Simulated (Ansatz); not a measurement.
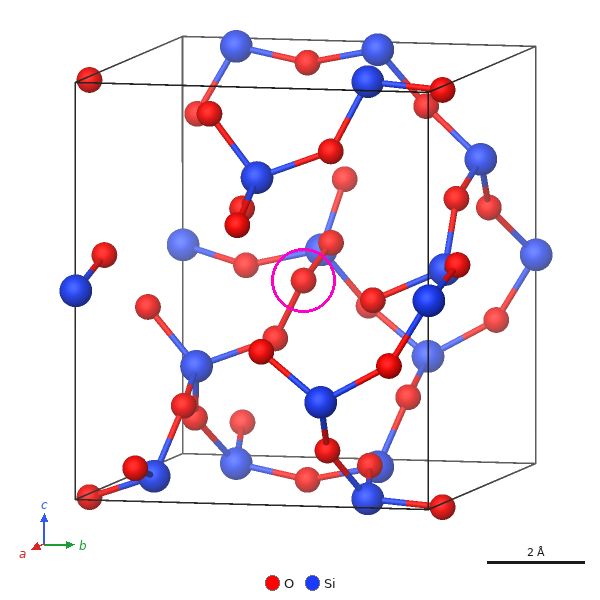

We look at a ball-and-stick model of the crystal slightly off an axis. The supercell is drawn as a box. The host is SiO₂, in a cell of 36 sites, and the cell is neutral. A ring marks the defect's site.

> What kind of defect was put in?

Oxygen on a silicon site (an antisite). It is bonded to two O in a bent arrangement at about 1.4 to 1.5 Å.

The atoms were relaxed in the host's cell with Ansatz 0.2.0, DFT PBE, scalar-relativistic, plane waves, PAW.
